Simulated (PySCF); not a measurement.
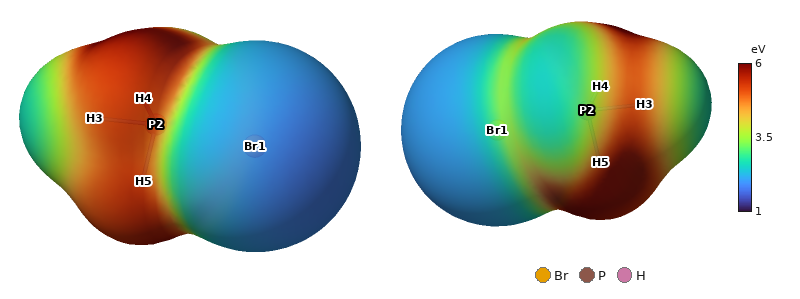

BrH3P, charge −1, SMILES `[Br-].P`. Average local ionisation energy on the surface of electron density 0.001 a.u. (back view left, front view right).

Level of theory: B3LYP/def2-SVPD (PySCF), at a geometry from GFN2-xTB. The pair's geometry is semi-empirical, so its contact may be too short or too long. GFN2-xTB bond lengths at metals and heavier atoms can be off by up to 0.1 Å and shapes distorted, which carries into these values.

Locate the minima of the map.

The lowest value is 1.7 eV, 2.4 Å from Br1. Further minima include 2.5 eV, 2.4 Å from P2; 2.6 eV, 1.7 Å from H3. For comparison, the highest occupied orbital lies at −0.8 eV.

What volume does the surface enclose?

About 106 Å³.
